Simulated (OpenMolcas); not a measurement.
# One shape, several levels: GeHCl3 (SMILES [Cl][GeH]([Cl])[Cl])

Wanted: a comparison of 6 runs (HF/cc-pVDZ, BHLYP/cc-pVDZ, SVWN5/cc-pVDZ, TPSS/cc-pVDZ, r2SCAN/cc-pVDZ, B3LYP/6-31G*) of GeHCl3. 

The results are computed with OpenMolcas 26.06.

1 further run of the same task is left out (set aside as unsound or not needed).

### Step 1. Starting point

GeHCl3 has 5 atoms, charge 0, and is taken as a singlet. SMILES: `[Cl][GeH]([Cl])[Cl]`. The coordinates come from a PBE0-D4/def2-TZVP relaxation.

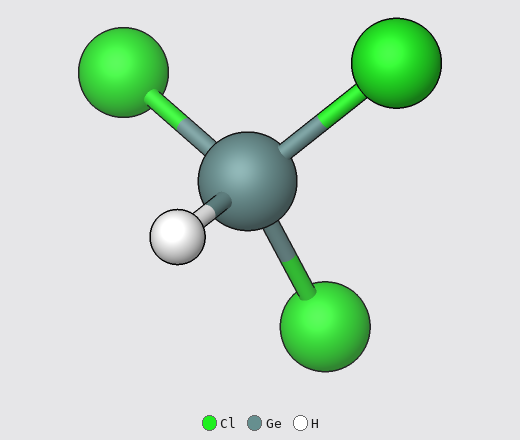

Viewed from a chosen angle; chlorine green, germanium teal, hydrogen white.

### Step 2. Energy and forces at HF/cc-pVDZ (run 1)

Contents of mol.input:

```
&GATEWAY
  BasLib=$CurrDir
  Coord
  5
  angstrom
  Cl      -1.177700      -0.012800       1.700700
  Ge       0.102400       0.090600       0.006200
  Cl       1.117900      -1.767600      -0.185300
  Cl      -1.095100       0.385600      -1.725800
  H        1.102600       1.230700       0.163000
  Basis=cc-pVDZ
  Group=NoSym

&SEWARD

&SCF
  Thresholds=1e-10 1e-07 1e-07 1e-05
  PrOrbitals=1 2

&ALASKA
```

The basis set cc-pVDZ is read from a file made from the Basis Set Exchange's data (not shown).

Launch:

```
export MOLCAS_MEM=1860
pymolcas mol.input > mol.log
```

Output:

```text
--- Start Module: gateway ---
[...]
--- Stop Module: gateway /rc=_RC_ALL_IS_WELL_ ---
[...]
      Basis functions           86
[...]
--- Start Module: scf ---
[...]
       Convergence after  12 Iterations
[...]
::    Total SCF energy                              -3454.5608789213
[...]
      Total spin, S                                     0.0000000000
[...]
      Total electronic charge=   84.000000
      Total            charge=   -0.000000
[...]
      Dipole Moment (debye):
      Origin of the operator (angstrom)=   -0.1763   -0.2271   -0.0375
                   X=  1.1688E+00               Y=  1.3323E+00               Z=  1.8298E-01           Total=  1.7817E+00
      Quadrupole Moment (debye*angstrom):
[...]
--- Stop Module: scf /rc=_RC_ALL_IS_WELL_ ---
[...]
--- Start Module: alaska ---
[...]
 *              Molecular gradients               *
 **************************************************
  Irreducible representation: a
 ------------------------------------------------------------------------------------------
                              X                       Y                       Z
 ------------------------------------------------------------------------------------------
  CL1               2.74834879683183E-03    5.97247641619392E-05   -3.86139911522321E-03
  GE2              -5.49206893916931E-03   -6.25573798348711E-03   -8.55216002921821E-04
  CL3              -2.44735312338662E-03    4.02052014517551E-03    4.11463554931935E-04
  CL4               2.54612623635708E-03   -8.40787398496801E-04    3.88416933165558E-03
  H5                2.64494702958018E-03    3.01628047257108E-03    4.20982231582157E-04
 ------------------------------------------------------------------------------------------
--- Stop Module: alaska /rc=_RC_ALL_IS_WELL_ ---
[...]
```

It took 8.4 s on 1 thread of Intel Xeon 6975P-C (Granite Rapids), shared host; peak memory 0.47 GiB.

### Step 3. Energy and gradient at BHLYP/cc-pVDZ (run 2)

Contents of job.inp:

```
&GATEWAY
BasLib=$CurrDir
Coord
5
angstrom
Cl      -1.177700      -0.012800       1.700700
Ge       0.102400       0.090600       0.006200
Cl       1.117900      -1.767600      -0.185300
Cl      -1.095100       0.385600      -1.725800
H        1.102600       1.230700       0.163000
Basis=cc-pVDZ
Group=NoSym
&SEWARD
GridInput
Grid=UltraFine
End of Grid
&SCF
KSDFT=HYB_GGA_XC_BHANDHLYP
Thresholds=1e-10 1e-07 1e-07 1e-05
PrOrbitals=1 1
&ALASKA
```

The basis set cc-pVDZ is read from a file made from the Basis Set Exchange's data (not shown).

Launch:

```
export MOLCAS_MEM=1860
pymolcas job.inp > job.log
```

Output:

```text
--- Start Module: gateway ---
[...]
--- Stop Module: gateway /rc=_RC_ALL_IS_WELL_ ---
[...]
      Basis functions           86
[...]
--- Start Module: scf ---
[...]
       Convergence after  11 Iterations
[...]
::    Total KS-DFT energy                           -3458.2938655313
[...]
      Total spin, S                                     0.0000000000
[...]
      Total electronic charge=   84.000000
      Total            charge=   -0.000000
[...]
      Dipole Moment (debye):
      Origin of the operator (angstrom)=   -0.1763   -0.2271   -0.0375
                   X=  1.0799E+00               Y=  1.2310E+00               Z=  1.6908E-01           Total=  1.6462E+00
      Quadrupole Moment (debye*angstrom):
[...]
--- Stop Module: scf /rc=_RC_ALL_IS_WELL_ ---
[...]
--- Start Module: alaska ---
[...]
 *              Molecular gradients               *
 **************************************************
  Irreducible representation: a
 ------------------------------------------------------------------------------------------
                              X                       Y                       Z
 ------------------------------------------------------------------------------------------
  CL1               3.11701601749448E-03    1.26928957779771E-04   -4.29904615474896E-03
  GE2              -5.00636111618391E-03   -5.70440546916728E-03   -7.79789968250011E-04
  CL3              -2.67648333977277E-03    4.54708707242446E-03    4.66986496896915E-04
  CL4               2.89289157000994E-03   -8.77565776635336E-04    4.34391397668321E-03
  H5                1.67293686847891E-03    1.90795521540821E-03    2.67935649483020E-04
 ------------------------------------------------------------------------------------------
--- Stop Module: alaska /rc=_RC_ALL_IS_WELL_ ---
[...]
```

Run time: 20 s. Hardware: 1 thread of Intel Xeon 6975P-C (Granite Rapids), shared host; peak memory 0.47 GiB.

### Step 4. Energy and gradient at SVWN5/cc-pVDZ (run 3)

Contents of run.input:

```
* Cl3GeH Kohn-Sham DFT

&gateway
 baslib=$CurrDir
 coord
 5
 angstrom
 Cl      -1.177700      -0.012800       1.700700
 Ge       0.102400       0.090600       0.006200
 Cl       1.117900      -1.767600      -0.185300
 Cl      -1.095100       0.385600      -1.725800
 H        1.102600       1.230700       0.163000
 basis=cc-pVDZ
 group=NoSym

&seward
 gridinput
 Grid=UltraFine
 End of Grid

&scf
 ksdft=SVWN5
 thresholds=1e-10 1e-07 1e-07 1e-05
 prorbitals=1 1

&alaska
```

The basis set cc-pVDZ is read from a file made from the Basis Set Exchange's data (not shown).

Launch:

```
export MOLCAS_MEM=1860
pymolcas run.input > run.log
```

Output:

```text
--- Start Module: gateway ---
[...]
--- Stop Module: gateway /rc=_RC_ALL_IS_WELL_ ---
[...]
      Basis functions           86
[...]
--- Start Module: scf ---
[...]
       Convergence after  12 Iterations
[...]
::    Total KS-DFT energy                           -3450.7086347936
[...]
      Total spin, S                                     0.0000000000
[...]
      Total electronic charge=   84.000000
      Total            charge=   -0.000000
[...]
      Dipole Moment (debye):
      Origin of the operator (angstrom)=   -0.1763   -0.2271   -0.0375
                   X=  9.7476E-01               Y=  1.1111E+00               Z=  1.5266E-01           Total=  1.4860E+00
      Quadrupole Moment (debye*angstrom):
[...]
--- Stop Module: scf /rc=_RC_ALL_IS_WELL_ ---
[...]
--- Start Module: alaska ---
[...]
 *              Molecular gradients               *
 **************************************************
  Irreducible representation: a
 ------------------------------------------------------------------------------------------
                              X                       Y                       Z
 ------------------------------------------------------------------------------------------
  CL1               2.19225781587440E-03    3.14047030705145E-04   -2.70902675579521E-03
  GE2              -2.68433386914069E-05   -2.91046635645387E-05   -1.99180170534774E-06
  CL3              -1.49789109224230E-03    3.12958371831940E-03    3.30895480505689E-04
  CL4               2.04316416284200E-03   -3.25396029497327E-04    2.80028266236343E-03
  H5               -2.71068754756687E-03   -3.08913005586486E-03   -4.20159585374558E-04
 ------------------------------------------------------------------------------------------
--- Stop Module: alaska /rc=_RC_ALL_IS_WELL_ ---
[...]
```

Run time: 15 s. Hardware: 1 thread of Intel Xeon 6975P-C (Granite Rapids), shared host; peak memory 0.47 GiB.

Runs 4 to 5 aren't shown in full; the table further down has their settings and results.

### Step 5. Energy and gradient at B3LYP/6-31G(d) (spherical functions) (run 6)

Contents of test.input:

```
* Cl3GeH Kohn-Sham DFT
>>> EXPORT MOLCAS_PRINT=2
&GATEWAY
BasLib = $CurrDir
Coord
5
bohr
Cl    -2.22553046    -0.02418849     3.21385722
Ge     0.19350796     0.17120919     0.01171630
Cl     2.11252483    -3.34027990    -0.35016625
Cl    -2.06943908     0.72867839    -3.26128935
H      2.08361203     2.32568594     0.30802536
Basis = 6-31Gs
Group = NoSym
&SEWARD
GridInput
Grid=UltraFine
End of Grid
&SCF
KSDFT = B3LYP
Thresholds = 1e-10 1e-07 1e-07 1e-05
PrOrbitals = 1 1
&ALASKA
```

The basis set 6-31G* is read from a file made from the Basis Set Exchange's data (not shown).

Launch:

```
export MOLCAS_MEM=1860
pymolcas test.input > test.log
```

Output:

```text
--- Start Module: gateway ---
[...]
--- Stop Module: gateway /rc=_RC_ALL_IS_WELL_ ---
[...]
      Basis functions           88
[...]
--- Start Module: scf ---
[...]
       Convergence after  12 Iterations
[...]
::    Total KS-DFT energy                           -3458.0652636378
[...]
      Total spin, S                                     0.0000000000
[...]
      Total electronic charge=   84.000000
      Total            charge=   -0.000000
[...]
      Dipole Moment (debye):
      Origin of the operator (angstrom)=   -0.1763   -0.2271   -0.0375
                   X=  1.0740E+00               Y=  1.2243E+00               Z=  1.6818E-01           Total=  1.6372E+00
      Quadrupole Moment (debye*angstrom):
[...]
--- Stop Module: scf /rc=_RC_ALL_IS_WELL_ ---
[...]
--- Start Module: alaska ---
[...]
 *              Molecular gradients               *
 **************************************************
  Irreducible representation: a
 ------------------------------------------------------------------------------------------
                              X                       Y                       Z
 ------------------------------------------------------------------------------------------
  CL1               6.85613085647674E-03    4.78813742588180E-05   -9.78161798959576E-03
  GE2              -4.62655604051676E-03   -5.27298053431124E-03   -7.20096853633834E-04
  CL3              -6.28944291051070E-03    1.00870747629997E-02    1.02352093151303E-03
  CL4               6.36803416548304E-03   -2.23247443683938E-03    9.83468862921910E-03
  H5               -2.30816607095630E-03   -2.62950116624872E-03   -3.56494717741462E-04
 ------------------------------------------------------------------------------------------
--- Stop Module: alaska /rc=_RC_ALL_IS_WELL_ ---
[...]
```

Run time: 24 s. Hardware: 1 thread of Intel Xeon 6975P-C (Granite Rapids), shared host; peak memory 0.48 GiB.

### Step 6. Overview of the runs

| run | level | integration grid | energy (Eh) | dipole moment (D) | HOMO energy (eV) | LUMO energy (eV) | wall time |
| --- | --- | --- | --- | --- | --- | --- | --- |
| 1 | HF/cc-pVDZ | – | -3454.560879 | 1.78 | -12.74 | 2.62 | 8.4 s |
| 2 | BHLYP/cc-pVDZ | UltraFine | -3458.293866 | 1.65 | -10.58 | -0.29 | 20 s |
| 3 | SVWN5/cc-pVDZ | UltraFine | -3450.708635 | 1.49 | -7.93 | -2.54 | 15 s |
| 4 | TPSS/cc-pVDZ | UltraFine | -3458.343676 | 1.46 | -7.99 | -2.21 | 28 s |
| 5 | r2SCAN/cc-pVDZ | UltraFine | -3458.210841 | 1.57 | -8.29 | -2.14 | 24 s |
| 6 | B3LYP/6-31G* (spherical functions) | UltraFine | -3458.065264 | 1.64 | -9.03 | -1.73 | 24 s |

### Step 7. Summary of results

| quantity | value |
| --- | --- |
| run 6: total energy | -3458.06526 Eh |
| run 6: dipole moment | 1.64 D |
| run 6: HOMO energy | -9.03 eV |
| run 6: LUMO energy | -1.73 eV |
| run 6: HOMO–LUMO gap | 7.30 eV |
| run 6: largest force on an atom | 0.614 eV/Å |

In words: The dipole moment (its size) runs from 1.46 D (TPSS/cc-pVDZ) to 1.78 D (HF/cc-pVDZ). The HOMO–LUMO gap runs from 5.39 eV (SVWN5/cc-pVDZ) to 15.36 eV (HF/cc-pVDZ). Exact exchange widens orbital gaps. Totals of different functionals can't be ranked against each other. All runs together took 2 min, the longest 28 s.
